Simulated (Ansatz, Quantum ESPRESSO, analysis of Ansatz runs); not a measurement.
# A hop of Na in Na2CrO4 (Cmcm), charge −1

How high is the barrier when Na changes place in Na2CrO4 (Cmcm)? The case: V_Na hop (3.8 Å), charge −1, in a cell of 56 host atoms with 1 Na taken out.

Method: plane-wave PAW DFT, PBEsol; nudged elastic band between two relaxed defect structures at fixed charge in a uniform background, in Ansatz 0.2.0.

### 1. Starting point

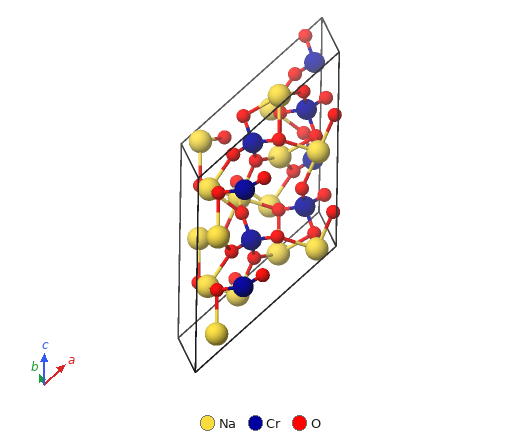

Start, viewed slightly off an axis; sodium yellow, chromium blue, oxygen red.

The cell holds 55 atoms: 15 Na, 8 Cr and 32 O. Cell: a = 11.628 Å, b = 9.203 Å, c = 10.917 Å, α = 70.0°, β = 48.1°, γ = 61.9°. It derives from Na2CrO4 (space group Cmcm). Nearest the centre at fractional (0.359, 0.516, 0.734): O53 at 1.53 Å, Na9 at 1.91 Å, O37 at 2.11 Å, O31 at 2.45 Å, O43 at 2.71 Å, Cr21 at 2.79 Å, Cr20 at 2.95 Å, O24 at 3.03 Å. The cell carries charge −1.

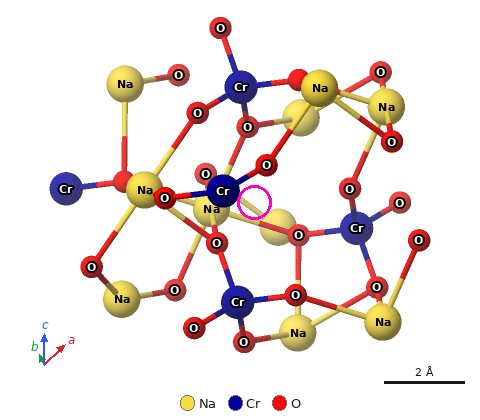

The atoms within 5 Å of the centre. A ring marks the middle of the ideal hop wherever no atom is near it.

The cell's shortest repeat is 9.2 Å.

### 2. Relaxation of the start point, charge −1

The ends come first: from an unrelaxed start the top is counted from too high an energy, and the barrier comes out too low. Small random displacements break the symmetry of the ideal sites, so that the defect can distort if it gains by it. The charge of −1 is set by the electron count, and a uniform background keeps the cell neutral.

Contents of qm1.start/input.yaml:

```yaml
crystal:
  lattice:
    - [0.0, 9.21092277, 7.09648259]
    - [5.85930775, 0.0, 7.09648259]
    - [5.85930775, 9.21092277, 0.0]
  atoms:
    - { symbol: Na, position: [0.03296053, 0.21703947, 0.28296053] }
    - { symbol: Na, position: [0.03296053, 0.21703947, 0.78296053] }
    - { symbol: Na, position: [0.53296053, 0.71703947, 0.28296053] }
    - { symbol: Na, position: [0.53296053, 0.71703947, 0.78296053] }
    - { symbol: Na, position: [0.46703947, 0.28296053, 0.21703947] }
    - { symbol: Na, position: [0.96703947, 0.78296053, 0.21703947] }
    - { symbol: Na, position: [0.96703947, 0.78296053, 0.71703947] }
    - { symbol: Na, position: [0.25, 0.75, 0.25] }
    - { symbol: Na, position: [0.25, 0.75, 0.75] }
    - { symbol: Na, position: [0.75, 0.25, 0.25] }
    - { symbol: Na, position: [0.75, 0.25, 0.75] }
    - { symbol: Na, position: [0.0, 0.5, 0.0] }
    - { symbol: Na, position: [0.0, 0.5, 0.5] }
    - { symbol: Na, position: [0.5, 0.0, 0.0] }
    - { symbol: Na, position: [0.5, 0.0, 0.5] }
    - { symbol: Cr, position: [0.1981344, 0.0518656, 0.4481344] }
    - { symbol: Cr, position: [0.1981344, 0.0518656, 0.9481344] }
    - { symbol: Cr, position: [0.6981344, 0.5518656, 0.4481344] }
    - { symbol: Cr, position: [0.6981344, 0.5518656, 0.9481344] }
    - { symbol: Cr, position: [0.3018656, 0.4481344, 0.0518656] }
    - { symbol: Cr, position: [0.3018656, 0.4481344, 0.5518656] }
    - { symbol: Cr, position: [0.8018656, 0.9481344, 0.0518656] }
    - { symbol: Cr, position: [0.8018656, 0.9481344, 0.5518656] }
    - { symbol: O, position: [0.15665528, 0.40616721, 0.09383279] }
    - { symbol: O, position: [0.15665528, 0.40616721, 0.59383279] }
    - { symbol: O, position: [0.65665528, 0.90616721, 0.09383279] }
    - { symbol: O, position: [0.65665528, 0.90616721, 0.59383279] }
    - { symbol: O, position: [0.15616721, 0.90665528, 0.09334472] }
    - { symbol: O, position: [0.15616721, 0.90665528, 0.59334472] }
    - { symbol: O, position: [0.65616721, 0.40665528, 0.09334472] }
    - { symbol: O, position: [0.65616721, 0.40665528, 0.59334472] }
    - { symbol: O, position: [0.34334472, 0.09383279, 0.40616721] }
    - { symbol: O, position: [0.34334472, 0.09383279, 0.90616721] }
    - { symbol: O, position: [0.84334472, 0.59383279, 0.40616721] }
    - { symbol: O, position: [0.84334472, 0.59383279, 0.90616721] }
    - { symbol: O, position: [0.34383279, 0.59334472, 0.40665528] }
    - { symbol: O, position: [0.34383279, 0.59334472, 0.90665528] }
    - { symbol: O, position: [0.84383279, 0.09334472, 0.40665528] }
    - { symbol: O, position: [0.84383279, 0.09334472, 0.90665528] }
    - { symbol: O, position: [0.03112343, 0.21887657, 0.01041483] }
    - { symbol: O, position: [0.03112343, 0.21887657, 0.51041483] }
    - { symbol: O, position: [0.53112343, 0.71887657, 0.01041483] }
    - { symbol: O, position: [0.53112343, 0.71887657, 0.51041483] }
    - { symbol: O, position: [0.46887657, 0.28112343, 0.48958517] }
    - { symbol: O, position: [0.46887657, 0.28112343, 0.98958517] }
    - { symbol: O, position: [0.96887657, 0.78112343, 0.48958517] }
    - { symbol: O, position: [0.96887657, 0.78112343, 0.98958517] }
    - { symbol: O, position: [0.26041483, 0.98958517, 0.28112343] }
    - { symbol: O, position: [0.26041483, 0.98958517, 0.78112343] }
    - { symbol: O, position: [0.76041483, 0.48958517, 0.28112343] }
    - { symbol: O, position: [0.76041483, 0.48958517, 0.78112343] }
    - { symbol: O, position: [0.23958517, 0.51041483, 0.21887657] }
    - { symbol: O, position: [0.23958517, 0.51041483, 0.71887657] }
    - { symbol: O, position: [0.73958517, 0.01041483, 0.21887657] }
    - { symbol: O, position: [0.73958517, 0.01041483, 0.71887657] }
total_charge: -1
basis:
  ecutwfc: 420
  xc_grid: 2
hamiltonian:
  xc: pbesol
kpoints:
  mp_grid: { grid: [1, 1, 1], shift: [0.25, 0.25, 0.25] }
scf:
  occupations: { method: fixed }
  max_iter: 150
output:
  forces: true
relax:
  f_tol: 0.02
  max_steps: 70
  random_displacement: { amplitude: 0.03, seed: 4432 }
```

Command:

```
$ ansatz run input.yaml --threads 16 --pin off --max-ram 26378MiB --backend cpu --events-out ev --progress --plain --runs-dir out
```

Numbers of over 12 decimals in the logs are rounded to 6 here.

Output:

```text
[... repeated set-up lines and file paths are left out, and long positions are rounded to six places ...]
The last accepted step is kept in <dir> (removed where the run ends without a failure and the disk answers)
Engine: ansatz 0.2.0, aarch64-unknown-linux-gnu
Pseudopotentials: kind: paw
Pseudopotential: Na, paw, valence charge 9, recommended cutoff 420 eV (normal), Na.paw.azcp
Pseudopotential: Cr, paw, valence charge 14, recommended cutoff 420 eV (normal), Cr.paw.azcp
Pseudopotential: O, paw, valence charge 6, recommended cutoff 420 eV (normal), O.paw.azcp
Functional definition: PBEsol
  exchange = pbesol_x
  correlation = pbesol_c
Crystal: 55 atoms, lattice volume = 765.989 Å³
Basis set: ecut = 420 eV, 15027 PW (Γ), exchange–correlation on 160×128×150 points (8 copies of the dense FFT grid, shifted against one another)
Bands: 275, of which v1, the nominal top of the filled ones, is band 220 counted from 1 (219 counted from 0)
Symmetry: 1 space group operations
k-points: 1
Non-local potential: Na, projectors of the file, l = 0: 3, l = 1: 2, l = 2: 1
Non-local potential: Cr, projectors of the file, l = 0: 3, l = 1: 2, l = 2: 3, l = 3: 1
Non-local potential: O, projectors of the file, l = 0: 2, l = 1: 2, l = 2: 1
PAW form: soft (Blöchl's): semilocal exchange-correlation on the pseudo side does not see the compensation charge
PAW frozen core: Na, regenerated for the run's functional, and the local potential with it (the file was generated under x = pbe(κ = 0.804, μ = 0.219515), c = pbe(β = 0.066725))
PAW frozen core: Cr, regenerated for the run's functional, and the local potential with it (the file was generated under x = pbe(κ = 0.804, μ = 0.219515), c = pbe(β = 0.066725))
PAW frozen core: O, regenerated for the run's functional, and the local potential with it (the file was generated under x = pbe(κ = 0.804, μ = 0.219515), c = pbe(β = 0.066725))
PAW one-centre angular grid: Na, 110 points (default); XC on 64 Gauss nodes
PAW one-centre angular grid: Cr, 590 points (default); XC on 64 Gauss nodes
PAW one-centre angular grid: O, 110 points (default); XC on 64 Gauss nodes
Initial density: superposition of atomic densities (neutral atoms scaled as one to the charged cell's electrons: chi_scale 0, normalization atom), corrected by the library's trained network
Initial wavefunctions: pseudopotential atomic-orbital guess
Functional: x = pbesol(κ = 0.804, μ = 0.123457), c = pbesol(β = 0.046)
SCF iter   1: F=—  HF=-66899.214002 eV  |F-HF|=—  |Δ(HF+E_count)|=         —  Δρ=1.43e-2  dr2=1.16e0  ethr=1.77e-3  ⟨swp⟩=4.0  Hψ=779  notcnv=0  defer=43
preconditioner: auto → Resta (q_TF=auto, 2.487 Å⁻¹)  ε∞=3.9  [insulator: Δε(μ)=2.800 eV  Ē_g=14.732 eV  n_scr=214 (ndim 8)  ℏωp=25.0 eV  f_vac=0.162  ε∞_Penn≈3.9]
SCF iter   2: F=—  HF=-66898.868482 eV  |F-HF|=—  |Δ(HF+E_count)|=   3.46e-1  Δρ=6.31e-3  dr2=3.26e-1  ethr=2.63e-4  ⟨swp⟩=2.0  Hψ=502  notcnv=0  defer=44
SCF iter   3: F=—  HF=-66898.911295 eV  |F-HF|=—  |Δ(HF+E_count)|=   4.28e-2  Δρ=9.60e-3  dr2=7.82e-1  ethr=7.41e-5  ⟨swp⟩=3.0  Hψ=440  notcnv=0  defer=53  recentre
SCF iter   4: F=—  HF=-66898.827661 eV  |F-HF|=—  |Δ(HF+E_count)|=   8.36e-2  Δρ=1.18e-3  dr2=1.43e-2  ethr=7.41e-5  ⟨swp⟩=3.0  Hψ=434  notcnv=0  defer=53
SCF iter   5: F=—  HF=-66898.829904 eV  |F-HF|=—  |Δ(HF+E_count)|=   2.24e-3  Δρ=1.57e-3  dr2=2.14e-2  ethr=3.26e-6  ⟨swp⟩=2.0  Hψ=421  notcnv=0  defer=53
SCF iter   6: F=—  HF=-66898.827973 eV  |F-HF|=—  |Δ(HF+E_count)|=   1.93e-3  Δρ=8.56e-4  dr2=6.31e-3  ethr=3.26e-6  ⟨swp⟩=2.0  Hψ=450  notcnv=0  defer=53
SCF iter   7: F=—  HF=-66898.827744 eV  |F-HF|=—  |Δ(HF+E_count)|=   2.29e-4  Δρ=2.92e-4  dr2=7.51e-4  ethr=1.43e-6  ⟨swp⟩=2.0  Hψ=465  notcnv=0  defer=53
SCF iter   8: F=—  HF=-66898.827797 eV  |F-HF|=—  |Δ(HF+E_count)|=   5.31e-5  Δρ=1.22e-4  dr2=1.56e-4  ethr=1.71e-7  ⟨swp⟩=2.0  Hψ=295  notcnv=0  defer=53
SCF iter   9: F=—  HF=-66898.827831 eV  |F-HF|=—  |Δ(HF+E_count)|=   3.41e-5  Δρ=1.27e-4  dr2=1.51e-4  ethr=3.55e-8  ⟨swp⟩=2.0  Hψ=327  notcnv=0  defer=53
SCF iter  10: F=—  HF=-66898.827829 eV  |F-HF|=—  |Δ(HF+E_count)|=   2.62e-6  Δρ=5.49e-5  dr2=2.90e-5  ethr=3.43e-8  ⟨swp⟩=2.0  Hψ=370  notcnv=0  defer=53
SCF iter  11: F=-66898.827826 eV  HF=-66898.827829 eV  |F-HF|=3.31e-6  |Δ(HF+E_count)|=   2.31e-7  Δρ=2.78e-5  dr2=7.31e-6  ethr=2.27e-9  ⟨swp⟩=3.0  Hψ=717  notcnv=0
SCF 1 converged in 11 iterations: F = -66898.827826 eV  dr2 = 7.31e-6
  greatest PAW one-centre occupation: 1.000 electrons in one spin orbital (limit 2), on the Cr atom at site 15 (counted from 0), in its partial waves of l = 0
relax step   1: F+E_penalty+E_count = -66898.82782576 eV  Δ(F+E_penalty+E_count) = +0.000e0 eV  max|allowed force component| = 2.836e0 eV/Å  Δτ_max = 0.0000 Å  (11 SCF iters, dr2 threshold 1.00e-5 eV, accepted)
[... the SCF cycles and remarks between the steps are left out from here to the last step ...]
relax step   2: F+E_penalty+E_count = -66899.32970970 eV  Δ(F+E_penalty+E_count) = -5.019e-1 eV  max|allowed force component| = 1.497e0 eV/Å  Δτ_max = 0.0997 Å  (9 SCF iters, dr2 threshold 1.00e-4 eV, accepted)
relax step   3: F+E_penalty+E_count = -66899.50468414 eV  Δ(F+E_penalty+E_count) = -1.750e-1 eV  max|allowed force component| = 5.150e-2 eV/Å  Δτ_max = 0.1148 Å  (9 SCF iters, dr2 threshold 1.00e-4 eV, accepted)
relax step   4: F+E_penalty+E_count = -66899.50468823 eV  Δ(F+E_penalty+E_count) = -4.087e-6 eV  max|allowed force component| = 5.157e-2 eV/Å  Δτ_max = 0.0000 Å  (6 SCF iters, accepted)
SCF iter   1: F=—  HF=-66899.515081 eV  |F-HF|=—  |Δ(HF+E_count)|=         —  Δρ=2.09e-3  dr2=2.33e-2  ethr=7.57e-5  ⟨swp⟩=3.0  Hψ=474  notcnv=0  defer=53
SCF iter   2: F=—  HF=-66899.510764 eV  |F-HF|=—  |Δ(HF+E_count)|=   4.32e-3  Δρ=1.34e-3  dr2=9.65e-3  ethr=5.30e-6  ⟨swp⟩=2.0  Hψ=457  notcnv=0  defer=53
SCF iter   3: F=—  HF=-66899.509873 eV  |F-HF|=—  |Δ(HF+E_count)|=   8.91e-4  Δρ=1.16e-3  dr2=1.15e-2  ethr=2.19e-6  ⟨swp⟩=2.0  Hψ=428  notcnv=0  defer=53
SCF iter   4: F=—  HF=-66899.508745 eV  |F-HF|=—  |Δ(HF+E_count)|=   1.13e-3  Δρ=7.70e-4  dr2=5.06e-3  ethr=2.19e-6  ⟨swp⟩=2.0  Hψ=426  notcnv=0  defer=53
SCF iter   5: F=—  HF=-66899.508186 eV  |F-HF|=—  |Δ(HF+E_count)|=   5.59e-4  Δρ=1.15e-4  dr2=8.62e-5  ethr=1.15e-6  ⟨swp⟩=2.0  Hψ=329  notcnv=0  defer=51
SCF iter   6: F=—  HF=-66899.508537 eV  |F-HF|=—  |Δ(HF+E_count)|=   3.51e-4  Δρ=8.24e-5  dr2=5.62e-5  ethr=1.96e-8  ⟨swp⟩=2.0  Hψ=455  notcnv=0  defer=44
SCF iter   7: F=—  HF=-66899.508532 eV  |F-HF|=—  |Δ(HF+E_count)|=   4.31e-6  Δρ=2.44e-5  dr2=4.28e-6  ethr=1.28e-8  ⟨swp⟩=2.0  Hψ=331  notcnv=0  defer=44
SCF iter   8: F=—  HF=-66899.508535 eV  |F-HF|=—  |Δ(HF+E_count)|=   2.35e-6  Δρ=1.49e-5  dr2=1.91e-6  ethr=9.73e-10  ⟨swp⟩=2.0  Hψ=439  notcnv=0  defer=44
SCF iter   9: F=—  HF=-66899.508535 eV  |F-HF|=—  |Δ(HF+E_count)|=   3.40e-7  Δρ=1.61e-5  dr2=2.19e-6  ethr=4.35e-10  ⟨swp⟩=2.0  Hψ=427  notcnv=0  defer=44
SCF iter  10: F=—  HF=-66899.508535 eV  |F-HF|=—  |Δ(HF+E_count)|=   7.38e-8  Δρ=4.41e-6  dr2=1.63e-7  ethr=4.35e-10  ⟨swp⟩=2.0  Hψ=271  notcnv=0  defer=44
SCF iter  11: F=-66899.508535 eV  HF=-66899.508535 eV  |F-HF|=1.25e-8  |Δ(HF+E_count)|=   5.45e-8  Δρ=2.42e-6  dr2=4.74e-8  ethr=2.27e-11  ⟨swp⟩=3.0  Hψ=686  notcnv=0
SCF 5 converged in 11 iterations: F = -66899.508535 eV  dr2 = 4.74e-8
relax step   5: F+E_penalty+E_count = -66899.50853502 eV  Δ(F+E_penalty+E_count) = -3.847e-3 eV  max|allowed force component| = 1.293e-2 eV/Å  Δτ_max = 0.0402 Å  (11 SCF iters, accepted)
SCF converged after 11 iterations
Free energy (F): -66899.508535 eV
Harris-Foulkes:  -66899.508535 eV  (|F-HF|=1.25e-8)
Internal energy: -66899.508535 eV  (E = F + TS)
E sigma→0 (E₀):  -66899.508535 eV
Fermi energy:    2.691522 eV
--- Per-component energies (eV) ---
  E_band       = -6755.150432
  E_kinetic    = 10110.577985
  E_local      = -50483.130172  (includes V_loc(G=0)·N_el)
  E_nonlocal   = 3905.812504
  E_hartree    = 19224.939102
  E_xc         = -4009.364873
  E_vxc        = -5145.744037  (∫ρ·V_xc dr)
  E_paw        = -17983.372348  (= ΣΔE_a)
  E_vpaw       = -3592.623757  (= ΣTr[D̂ρ^β])
  E_aug_tail   = 0.080350  (compensation charges beyond the density's cutoff)
  E_ewald      = -27668.280698
  E_core_change = 3.229616  (= ΣΔE_core)
  E_smearing   = -0.000000  (= −TS)
  E_closure    = 0.000000  (closes the sum)
  E_deformation_potential = -12.101720  (in the stress; not in F)
  Σ components = -66899.508535   (vs F -66899.508535, Δ=0.00e0)
--- Forces (eV/Å), atoms counted from 1 ---
  atom   1  Na    -0.00084420     0.00842080     0.00067321
  atom   2  Na    -0.00100075    -0.00353625     0.00379700
  [... 6 atoms left out ...]
  atom   9  Na    -0.00362032    -0.00319479    -0.00405205
  [... 2 atoms left out ...]
  atom  12  Na    -0.00362257    -0.00327528     0.00286550
  [... 5 atoms left out ...]
  atom  18  Cr     0.00195063    -0.00855589    -0.01293210
  [... 1 atom left out ...]
  atom  20  Cr     0.00101003     0.00967379    -0.00030484
  atom  21  Cr    -0.00482659     0.00792443    -0.00006189
  [... 2 atoms left out ...]
  atom  24  O     -0.00154579    -0.00095488    -0.00132573
  [... 6 atoms left out ...]
  atom  31  O     -0.00203417    -0.00120994     0.00345283
  [... 5 atoms left out ...]
  atom  37  O     -0.00083511    -0.00227663     0.00078133
  [... 5 atoms left out ...]
  atom  43  O     -0.00178670     0.00489816     0.00103546
  [... 9 atoms left out ...]
  atom  53  O      0.00734427    -0.00410635     0.00262264
  [... 2 atoms left out ...]
  max |Σ_I F_I| component: 2.68e-5 eV/Å
--- Relaxed structure (5 steps of the walk, 5 accepted, 0 SCFs on fresh bases) ---
  F+E_penalty+E_count = -66899.50853502 eV   max|allowed force component| = 1.293e-2 eV/Å
  atoms:
    - { symbol: Na, position: [0.031599, 0.217708, 0.282999] }
    - { symbol: Na, position: [0.032625, 0.218536, 0.782155] }
    [... 6 atoms left out ...]
    - { symbol: Na, position: [0.255853, 0.740993, 0.748265] }
    [... 2 atoms left out ...]
    - { symbol: Na, position: [0.008805, 0.493772, -0.004509] }
    [... 5 atoms left out ...]
    - { symbol: Cr, position: [0.700287, 0.555073, 0.444480] }
    [... 1 atom left out ...]
    - { symbol: Cr, position: [0.303821, 0.445777, 0.054016] }
    - { symbol: Cr, position: [0.296637, 0.452807, 0.546500] }
    [... 2 atoms left out ...]
    - { symbol: O, position: [0.159132, 0.402272, 0.096549] }
    [... 6 atoms left out ...]
    - { symbol: O, position: [0.664255, 0.411753, 0.587867] }
    [... 5 atoms left out ...]
    - { symbol: O, position: [0.347434, 0.590209, 0.908100] }
    [... 5 atoms left out ...]
    - { symbol: O, position: [0.531230, 0.721548, 0.509045] }
    [... 9 atoms left out ...]
    - { symbol: O, position: [0.228298, 0.521634, 0.712491] }
    [... 2 atoms left out ...]
```

Elapsed: 27 s, on 16 threads of Arm Neoverse N1, shared host; peak memory 1.5 GiB; 6.1 min of CPU time.

Relaxation path:

```tsv
step	energy less that of the first step (eV)	largest force component (eV/Å)
1	0.0000	2.8363
2	-0.5019	1.4973
3	-0.6769	0.0515
4	-0.6769	0.0516
5	-0.6807	0.0129
```

The atoms that moved most (Å, from the sites as typed, ahead of the random displacement, the mean shift of all atoms taken out):

```tsv
atom	dx	dy	dz	length
O44	-0.036	-0.160	-0.005	0.164
O53	0.031	-0.156	0.003	0.159
O45	0.072	0.130	0.000	0.149
O55	-0.074	0.128	0.001	0.148
Na7	-0.122	0.050	0.000	0.132
Na5	0.117	0.054	0.000	0.129
O31	0.001	0.031	0.097	0.102
O33	-0.012	0.029	-0.094	0.099
```

Neighbours of Na9 at the end:

```tsv
atom	distance (Å)
O37	2.354
O53	2.376
O29	2.388
O43	2.389
O49	2.435
O47	2.446
Na4	3.380
Na7	3.394
```

This step gave:

```
free energy                                                                                       : -66899.5085 eV
r.m.s. move of the farther half of the atoms                                                      : 0.05299 Å
largest move from the ideal geometry of this structure, a common shift of the far atoms taken out : 0.1652 Å
```

The relaxation gained 0.681 eV and ended with a largest force component of 0.013 eV/Å.

(Continued in part 2 of 4.)

[Logs are printed without paths, hosts, clocks, repeated set-up lines and the standing remarks that a program may print on its own settings, such as how far it seeks lower states.]

[Hosts, paths, dates, database ids (printed as entryN), source tags and the programs' standing remarks are cut or masked in the printed files.]
